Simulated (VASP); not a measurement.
```
Bi2Te3
1.0
   10.20881    -2.18997    -0.00407
   10.20881     2.18997    -0.00407
    9.74052     0.00000     3.76005
Bi Te
2 3
Cartesian
 12.05588   0.00000   1.49984
 18.10226   0.00000   2.25206
  0.00000   0.00000   0.00000
  6.32545   0.00000   0.78694
 23.83268   0.00000   2.96497
```

Calculation: PBE GGA with D4 dispersion, VASP's PBE PAW potentials (set 64) (plane waves; VASP). Settings: 520 eV cut-off, 7×7×7 Γ-centred mesh, tetrahedra with Blöchl corrections, potentials Bi_d Te.

Unless said otherwise, spin-orbit coupling is left out, though it shifts the bands of the heavy elements here.

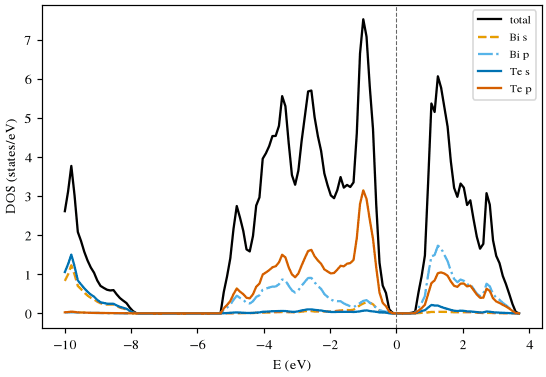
*Total and projected density of states, zero at the valence-band maximum*

Within 2 eV below the valence-band maximum the largest weight inside VASP's projection spheres is Te p.

The gap is direct, 0.27 eV, from the valence maximum at Γ to the conduction minimum at Γ.

The compound is Bi2Te3 in the tetradymite structure. It was relaxed first.
